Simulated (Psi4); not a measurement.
# A workflow on GaBH3ClO (SMILES O[B](Cl)[GaH2])

Aim: a structure relaxation (singlet GaBH3ClO, PBE0/def2-SVPD), then the energy (doublet GaBH3ClO+, UPBE0/def2-SVPD), then a structure relaxation (doublet GaBH3ClO+, UPBE0/def2-SVPD), then the energy (doublet GaBH3ClO−, UPBE0/def2-SVPD), then a structure relaxation (doublet GaBH3ClO−, UPBE0/def2-SVPD) of BClGaH3O. 

The results are computed with Psi4 1.11.

### Step 1. The system as given

GaBH3ClO has 7 atoms, charge 0, and is taken as a singlet. As SMILES, `O[B](Cl)[GaH2]`. The coordinates come from a PBE0-D4/def2-TZVP relaxation. This is one conformer, not always the lowest. The run starts from this shape.

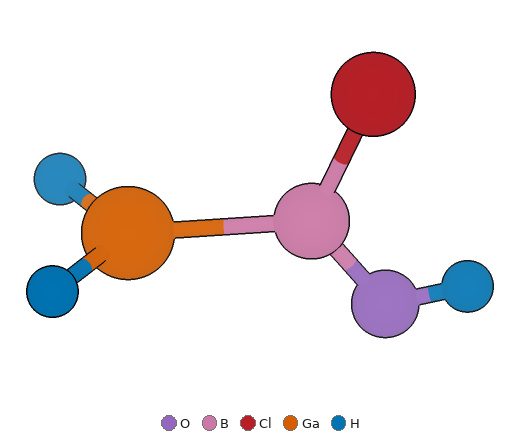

The structure, seen from a chosen angle (oxygen purple, boron pink, chlorine red, gallium orange, hydrogen blue).

### Step 2. A geometry optimisation at PBE0/def2-SVPD (density fitting) (run 1)

Contents of bclgah3o.in:

```
memory 1.6 GB

molecule system {
  0 1
  O     -1.59776344    -2.32266238     1.75196509
  B     -0.06028226    -1.25647890     0.03382610
  Cl     1.69886379    -3.28094250    -2.02295182
  Ga     0.38248057     2.65733288    -0.36055974
  H     -1.60796796    -4.14662604     1.71190290
  H     -1.30636767     4.21881357    -2.24140416
  H      2.49065903     4.13075234     1.12722163
  units bohr
  symmetry c1
}

set {
  reference rks
}

e_tot, wfn = opt("pbe0/def2-SVPD", return_wfn=True)
print_variables()
```

The run is started by

```console
$ psi4 bclgah3o.in bclgah3o.out -n 1
```

bclgah3o.out:

```text
[...]
  Running in c1 symmetry.
[...]
  Nuclear repulsion =  275.852652696018652
[...]
  Multiplicity = 1
[...]
  Nalpha       = 32
  Nbeta        = 32
[...]
    Number of basis functions: 132
[...]
   @DF-RKS iter   1: -2484.03333005669583   -1.63752e+00   2.00651e-02 ADIIS/DIIS
[...]
   @DF-RKS iter   7: -2486.02836228097931   -9.09495e-13   1.89458e-09 DIIS
[...]
  @DF-RKS Final Energy: -2486.02836228097931
   => Energetics <=
    Nuclear Repulsion Energy =            275.1063453661674885
    One-Electron Energy =               -4005.6044807362895881
    Two-Electron Energy =                1332.4753197719389846
    DFT Exchange-Correlation Energy =     -88.0055466827958668
    Empirical Dispersion Energy =           0.0000000000000000
    VV10 Nonlocal Energy =                  0.0000000000000000
    Total Energy =                      -2486.0283622809788540
[...]
  -Total Gradient:
     Atom            X                  Y                   Z
    ------   -----------------  -----------------  -----------------
       1        0.000007459148     0.000022989853     0.000043120518
       2        0.000004075273    -0.000042542139    -0.000122072989
       3       -0.000002081958    -0.000019654390     0.000033698949
       4       -0.000028403689    -0.000031903241     0.000075655259
       5       -0.000025653814    -0.000012822577     0.000021348898
       6        0.000001199577     0.000007335193     0.000009308793
       7       -0.000008652278     0.000021657802    -0.000003881679
[...]
```

The script printed:

```text
Optimizer: Optimization complete!
```

Run time: 94 s. Hardware: 1 thread of Intel Xeon Platinum 8259CL at 2.50GHz (Skylake/Cascade Lake), shared host; peak memory 0.9 GiB.

The path in brief:

| step | energy from the first frame kept (eV) | largest force (eV/Å) |
| --- | --- | --- |
| 0 | 0.0000 | 0.2150 |
| 1 | 0.0012 | 0.1637 |
| 2 | 0.0051 | 0.3218 |
| 3 | -0.0001 | 0.1219 |
| 4 | -0.0015 | 0.0109 |
| 5 | -0.0015 | 0.0067 |

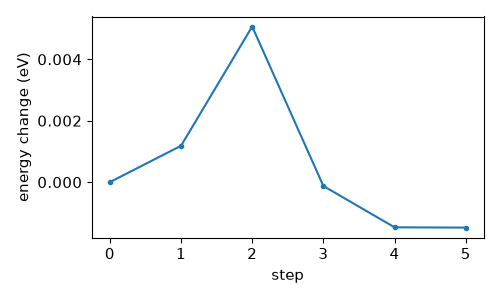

Energy along the run.

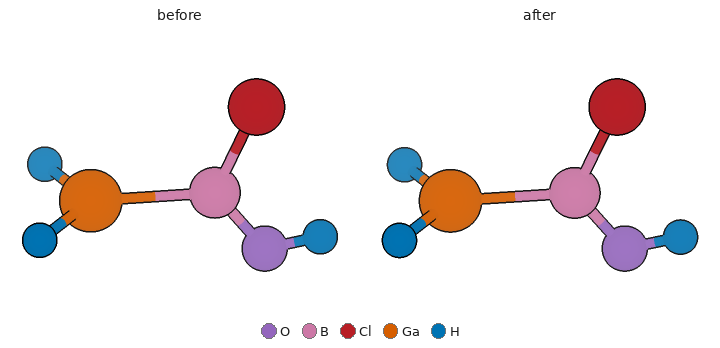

Before and after, at one scale.

After the run. Bond lengths: O1–B2 1.344 Å, B2–Cl3 1.800 Å, B2–Ga4 2.098 Å, O1–H5 0.966 Å, Ga4–H6 1.572 Å, Ga4–H7 1.572 Å. Angles: O1–B2–Cl3 117.9°, O1–B2–Ga4 123.7°, Cl3–B2–Ga4 118.5°, B2–O1–H5 114.7°, B2–Ga4–H6 121.3°, B2–Ga4–H7 121.3°, H6–Ga4–H7 117.4°.

### Step 3. The doublet cation: the energy at UPBE0/def2-SVPD (density fitting) (run 2)

Contents of job.py:

```python
import psi4

psi4.set_memory('1600 MB')
psi4.set_num_threads(1)
psi4.core.set_output_file('bclgah3o.out', False)

molecule = psi4.geometry("""
1 2
O     -1.60138604    -2.32634924     1.74877901
B     -0.06467021    -1.25118200     0.03615613
Cl     1.70469548    -3.30096793    -2.02107721
Ga     0.38138075     2.66725394    -0.36138555
H     -1.61862601    -4.15125397     1.71919535
H     -1.31615267     4.23139726    -2.23224843
H      2.48938914     4.13980979     1.12725943
units bohr
symmetry c1
""")

options = {'reference': 'uks'}
psi4.set_options(options)

e_tot = psi4.energy("pbe0/def2-SVPD")
print(f'pbe0/def2-SVPD energy: {e_tot:.10f} Eh')
```

The run is started by

```console
$ python job.py
```

bclgah3o.out:

```text
[...]
  Running in c1 symmetry.
[...]
  Nuclear repulsion =  275.106284841766637
[...]
  Multiplicity = 2
[...]
  Nalpha       = 32
  Nbeta        = 31
[...]
    Number of basis functions: 132
[...]
   @DF-UKS iter   1: -2483.58479850414005   -1.20152e+00   2.01138e-02 DIIS/ADIIS
[...]
   @DF-UKS iter  13: -2485.66824227647567   -1.07590e-07   5.23426e-07 DIIS
[...]
   @S^2 Observed:                7.556951182E-01
[...]
  @DF-UKS Final Energy: -2485.66824227647567
   => Energetics <=
    Nuclear Repulsion Energy =            275.1062848417666373
    One-Electron Energy =               -3990.5059677366580217
    Two-Electron Energy =                1317.4907745418211107
    DFT Exchange-Correlation Energy =     -87.7593339234056771
    Empirical Dispersion Energy =           0.0000000000000000
    VV10 Nonlocal Energy =                  0.0000000000000000
    Total Energy =                      -2485.6682422764756666
[...]
 Multipole Moments:
 ------------------------------------------------------------------------------------
     Multipole            Electronic (a.u.)      Nuclear  (a.u.)        Total (a.u.)
 ------------------------------------------------------------------------------------
 L = 1.  Multiply by 2.5417464519 to convert [e a0] to [Debye]
 Dipole X            :          0.8305346           -1.0315938           -0.2010592
 Dipole Y            :          4.2481638           -4.4387517           -0.1905879
 Dipole Z            :         -0.8276501            1.0489319            0.2212818
 Magnitude           :                                                    0.3545620
[...]
```

On the terminal:

```text
pbe0/def2-SVPD energy: -2485.6682422765 Eh
```

It took 28 s on 1 thread of Intel Xeon Platinum 8259CL at 2.50GHz (Skylake/Cascade Lake), shared host; peak memory 0.77 GiB.

### Step 4. The doublet cation: a structure relaxation at UPBE0/def2-SVPD (density fitting) (run 3)

Contents of input.dat:

```
memory 1600 mb

molecule {
  1 2
  O
  B 1 R2
  Cl 2 R3 1 A3
  Ga 2 R4 1 A4 3 D4
  H 1 R5 2 A5 3 D5
  H 4 R6 2 A6 1 D6
  H 4 R7 6 A7 2 D7

  R2 = 1.344001
  R3 = 1.799552
  A3 = 117.87685
  R4 = 2.097515
  A4 = 123.65634
  D4 = -179.9314
  R5 = 0.965868
  A5 = 114.71087
  D5 = -0.03994
  R6 = 1.572315
  A6 = 121.28333
  D6 = -91.12551
  R7 = 1.572305
  A7 = 117.38117
  D7 = 177.88602
  symmetry c1
}

set globals {
  reference    uks
  geom_maxiter 50
}

e_tot, wfn = optimize('pbe0/def2-SVPD', return_wfn=True)
```

The run is started by

```console
$ psi4 -n 1 input.dat output.dat
```

output.dat:

```text
[...]
  Running in c1 symmetry.
[...]
  Nuclear repulsion =  275.106261188249050
[...]
  Multiplicity = 2
[...]
  Nalpha       = 32
  Nbeta        = 31
[...]
    Number of basis functions: 132
[...]
   @DF-UKS iter   1: -2483.58479564083882   -1.20151e+00   2.01138e-02 ADIIS/DIIS
[...]
   @DF-UKS iter   7: -2485.70482152096611   -1.40972e-11   9.56490e-09 DIIS
[...]
   @S^2 Observed:                7.528836610E-01
[...]
  @DF-UKS Final Energy: -2485.70482152096611
   => Energetics <=
    Nuclear Repulsion Energy =            271.4570243555639877
    One-Electron Energy =               -3983.8552645754366495
    Two-Electron Energy =                1314.4795093532184183
    DFT Exchange-Correlation Energy =     -87.7860906543117210
    Empirical Dispersion Energy =           0.0000000000000000
    VV10 Nonlocal Energy =                  0.0000000000000000
    Total Energy =                      -2485.7048215209661066
[...]
  -Total Gradient:
     Atom            X                  Y                   Z
    ------   -----------------  -----------------  -----------------
       1        0.000022827614     0.000183178772    -0.000118310184
       2       -0.000052327522    -0.000144593792     0.000197721532
       3        0.000017994051    -0.000003670889    -0.000026683794
       4        0.000004361480     0.000048994315    -0.000061511394
       5        0.000000438576    -0.000054586444     0.000044161438
       6        0.000007154902    -0.000011793669    -0.000004275888
       7       -0.000000420253    -0.000015880787    -0.000007775122
[...]
```

The script printed:

```text
Optimizer: Optimization complete!
```

Run time: 4.6 min. Hardware: 1 thread of Intel Xeon Platinum 8259CL at 2.50GHz (Skylake/Cascade Lake), shared host; peak memory 0.86 GiB.

The path in brief:

| step | energy from the first frame kept (eV) | largest force (eV/Å) |
| --- | --- | --- |
| 0 | 0.0000 | 4.8515 |
| 1 | -0.5891 | 2.4178 |
| 2 | -0.9271 | 0.8095 |
| 3 | -0.8967 | 0.8273 |
| 4 | -0.9711 | 0.4795 |
| 5 | -0.9915 | 0.1267 |
| 6 | -0.9942 | 0.0604 |
| 7 | -0.9953 | 0.0305 |
| 8 | -0.9953 | 0.0101 |
| 9 | -0.9954 | 0.0116 |
| 10 | -0.9954 | 0.0129 |

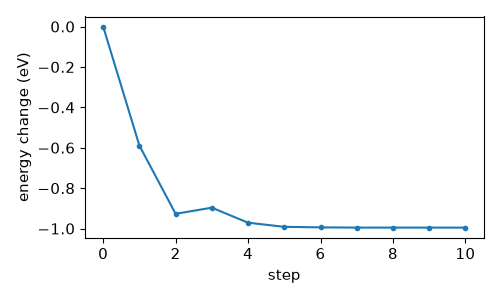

Energy along the run.

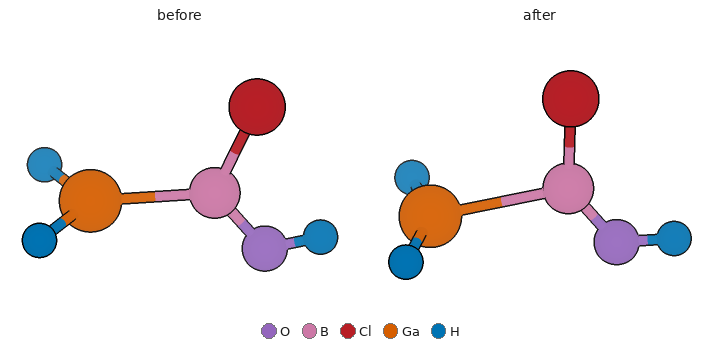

Before and after, at one scale.

After the run. Bond lengths: O1–B2 1.298 Å, B2–Cl3 1.710 Å, B2–Ga4 2.390 Å, O1–H5 0.970 Å, Ga4–H6 1.544 Å, Ga4–H7 1.544 Å. Angles: O1–B2–Cl3 139.8°, O1–B2–Ga4 114.8°, Cl3–B2–Ga4 105.4°, B2–O1–H5 123.7°, B2–Ga4–H6 103.8°, B2–Ga4–H7 103.8°, H6–Ga4–H7 152.5°.

### Step 5. The doublet anion: the energy at UPBE0/def2-SVPD (density fitting) (run 4)

Contents of bclgah3o.xyz:

```xyz
7
BClGaH3O
O     -0.847417    -1.231051     0.925414
B     -0.034222    -0.662097     0.019133
Cl     0.902086    -1.746797    -1.069508
Ga     0.201818     1.411450    -0.191237
H     -0.856540    -2.196749     0.909759
H     -0.696478     2.239159    -1.181255
H      1.317328     2.190693     0.596520
```

Contents of bclgah3o.py:

```python
import psi4

psi4.set_memory('1600 MB')
psi4.set_num_threads(1)
psi4.set_output_file('run.log', False)

with open('bclgah3o.xyz') as f:
    atoms = ''.join(f.readlines()[2:])
geom = psi4.geometry('-1 2\n' + atoms + 'symmetry c1')

psi4.set_options({
    'reference': 'uks',
})

e_tot, wfn = psi4.energy('pbe0/def2-SVPD', molecule=geom, return_wfn=True)
print(f'pbe0/def2-SVPD energy: {e_tot:.10f} Eh')
```

The run is started by

```console
$ python bclgah3o.py
```

run.log:

```text
[...]
  Running in c1 symmetry.
[...]
  Nuclear repulsion =  275.106284817466531
[...]
  Multiplicity = 2
[...]
  Nalpha       = 33
  Nbeta        = 32
[...]
    Number of basis functions: 132
[...]
   @DF-UKS iter   1: -2483.67046645743903   -1.28718e+00   2.06955e-02 DIIS/ADIIS
[...]
   @DF-UKS iter  12: -2486.03400750958372   -1.48863e-07   7.86400e-07 DIIS
[...]
   @S^2 Observed:                7.541556788E-01
[...]
  @DF-UKS Final Energy: -2486.03400750958372
   => Energetics <=
    Nuclear Repulsion Energy =            275.1062848174665305
    One-Electron Energy =               -4018.2029450373202053
    Two-Electron Energy =                1345.2123571299096056
    DFT Exchange-Correlation Energy =     -88.1497044196395336
    Empirical Dispersion Energy =           0.0000000000000000
    VV10 Nonlocal Energy =                  0.0000000000000000
    Total Energy =                      -2486.0340075095837165
[...]
 Multipole Moments:
 ------------------------------------------------------------------------------------
     Multipole            Electronic (a.u.)      Nuclear  (a.u.)        Total (a.u.)
 ------------------------------------------------------------------------------------
 L = 1.  Multiply by 2.5417464519 to convert [e a0] to [Debye]
 Dipole X            :          0.9728276           -1.0315938           -0.0587661
 Dipole Y            :          2.2844485           -4.4387517           -2.1543032
 Dipole Z            :         -1.0407125            1.0489319            0.0082195
 Magnitude           :                                                    2.1551202
[...]
```

The script printed:

```text
pbe0/def2-SVPD energy: -2486.0340075096 Eh
```

Run time: 21 s. Hardware: 1 thread of Intel Xeon Platinum 8259CL at 2.50GHz (Skylake/Cascade Lake), shared host; peak memory 0.77 GiB.

### Step 6. The doublet anion: a structure relaxation at UPBE0/def2-SVPD (density fitting) (run 5)

Contents of calc.in:

```
memory 1600 mb

molecule {
  -1 2
  O     -1.60138604    -2.32634924     1.74877901
  B     -0.06467021    -1.25118200     0.03615613
  Cl     1.70469548    -3.30096793    -2.02107721
  Ga     0.38138075     2.66725394    -0.36138555
  H     -1.61862601    -4.15125397     1.71919535
  H     -1.31615267     4.23139726    -2.23224843
  H      2.48938914     4.13980979     1.12725943
  units au
  symmetry c1
}

set {
  basis def2-SVPD
  reference uks
  geom_maxiter 50
}

E = optimize('pbe0')
print_variables()
```

The run is started by

```console
$ psi4 -n 1 calc.in calc.out
```

calc.out:

```text
[...]
  Running in c1 symmetry.
[...]
  Nuclear repulsion =  275.106284841766637
[...]
  Multiplicity = 2
[...]
  Nalpha       = 33
  Nbeta        = 32
[...]
    Number of basis functions: 132
[...]
   @DF-UKS iter   1: -2483.67046638820239   -1.28718e+00   2.06955e-02 DIIS/ADIIS
[...]
   @DF-UKS iter   8: -2486.05948868118776   -5.45697e-12   5.10648e-09 DIIS
[...]
   @S^2 Observed:                7.535161713E-01
[...]
  @DF-UKS Final Energy: -2486.05948868118776
   => Energetics <=
    Nuclear Repulsion Energy =            272.4689252395179437
    One-Electron Energy =               -4013.3400763503241251
    Two-Electron Energy =                1342.9585140411027169
    DFT Exchange-Correlation Energy =     -88.1468516114841236
    Empirical Dispersion Energy =           0.0000000000000000
    VV10 Nonlocal Energy =                  0.0000000000000000
    Total Energy =                      -2486.0594886811877586
[...]
  -Total Gradient:
     Atom            X                  Y                   Z
    ------   -----------------  -----------------  -----------------
       1       -0.000005580642    -0.000007099686    -0.000018339900
       2        0.000122829457    -0.000070021719    -0.000026117080
       3       -0.000027989861     0.000028693310    -0.000000074909
       4       -0.000125319259     0.000019577349     0.000032675602
       5        0.000005268912     0.000020085230     0.000020495688
       6        0.000002899259     0.000003128866    -0.000001589459
       7        0.000037699584     0.000008180568    -0.000009315719
[...]
```

On the terminal:

```text
Optimizer: Optimization complete!
```

Wall time 11 min (1 thread of Intel Xeon Platinum 8259CL at 2.50GHz (Skylake/Cascade Lake), shared host); peak memory 0.9 GiB.

Steps, from the record of the run:

| step | energy from the first frame kept (eV) | largest force (eV/Å) |
| --- | --- | --- |
| 0 | 0.0000 | 1.5918 |
| 2 | -0.2421 | 1.0603 |
| 4 | -0.0231 | 1.3872 |
| 6 | -0.2826 | 0.2227 |
| 8 | -0.2882 | 0.0900 |
| 10 | 0.8423 | 4.6061 |
| 12 | -0.2841 | 0.5492 |
| 14 | -0.3328 | 0.7304 |
| 16 | 0.0419 | 6.6284 |
| 18 | -0.4273 | 1.5887 |
| 20 | -0.6625 | 0.4387 |
| 22 | -0.5649 | 1.1114 |
| 24 | -0.6908 | 0.1507 |
| 26 | -0.6933 | 0.0263 |
| 28 | -0.6934 | 0.0074 |

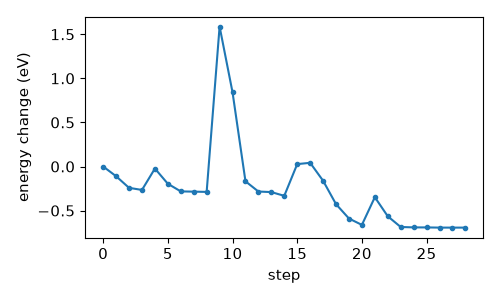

Energy along the run.

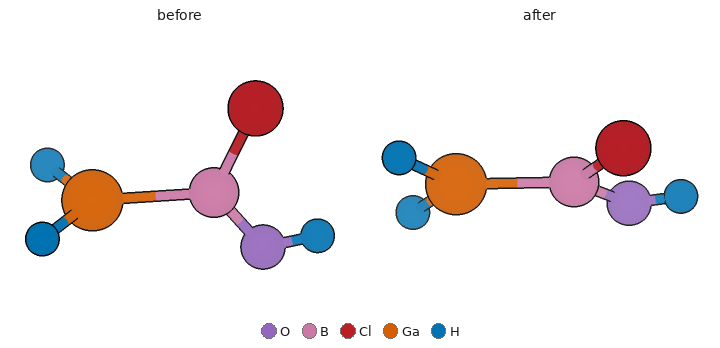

Before and after, at one scale.

After the run. Bond lengths: O1–B2 1.386 Å, B2–Cl3 1.889 Å, B2–Ga4 2.031 Å, O1–H5 0.962 Å, Ga4–H6 1.598 Å, Ga4–H7 1.594 Å. Angles: O1–B2–Cl3 110.2°, O1–B2–Ga4 128.1°, Cl3–B2–Ga4 121.6°, B2–O1–H5 110.5°, B2–Ga4–H6 122.6°, B2–Ga4–H7 123.0°, H6–Ga4–H7 114.4°.

### Step 7. What came out

```
                                                               quantity           value
                         run 1, PBE0/def2-SVPD: total energy at the end  -2486.02836 Eh
                                   run 1, PBE0/def2-SVPD: dipole moment          1.36 D
                                     run 1, PBE0/def2-SVPD: HOMO energy        -7.73 eV
                                     run 1, PBE0/def2-SVPD: LUMO energy        -1.79 eV
                                   run 1, PBE0/def2-SVPD: HOMO–LUMO gap         5.95 eV
                                    doublet cation, run 2: total energy  -2485.66824 Eh
              doublet cation, run 2: HOMO energy (highest over α and β)       -14.12 eV
               doublet cation, run 2: LUMO energy (lowest over α and β)       -11.84 eV
                                            doublet cation, run 2: ⟨S²⟩           0.756
                         doublet cation, run 3: total energy at the end  -2485.70482 Eh
              doublet cation, run 3: HOMO energy (highest over α and β)       -12.82 eV
               doublet cation, run 3: LUMO energy (lowest over α and β)        -9.49 eV
                                            doublet cation, run 3: ⟨S²⟩           0.753
                                     doublet anion, run 4: total energy  -2486.03401 Eh
               doublet anion, run 4: HOMO energy (highest over α and β)         1.54 eV
                doublet anion, run 4: LUMO energy (lowest over α and β)         3.21 eV
                                             doublet anion, run 4: ⟨S²⟩           0.754
                          doublet anion, run 5: total energy at the end  -2486.05949 Eh
               doublet anion, run 5: HOMO energy (highest over α and β)         0.60 eV
                doublet anion, run 5: LUMO energy (lowest over α and β)         3.10 eV
                                             doublet anion, run 5: ⟨S²⟩           0.754
 adiabatic electron affinity (to the doublet anion, no zero-point term)        0.847 eV
adiabatic ionisation energy (to the doublet cation, no zero-point term)        8.804 eV
```

The adiabatic electron affinity (to the doublet anion, no zero-point term) is 0.85 eV (19.5 kcal/mol). The adiabatic ionisation energy (to the doublet cation, no zero-point term) is 8.80 eV (203 kcal/mol). The optimisation (run 1, PBE0/def2-SVPD) took 6 steps and changed the energy by -0.001 eV. The optimisation (doublet cation, run 3) took 11 steps and changed the energy by -0.995 eV. The HOMO (doublet anion, run 4) lies at positive energy, 1.54 eV; only total energies tell whether the electron is bound. The optimisation (doublet anion, run 5) took 29 steps and changed the energy by -0.693 eV.
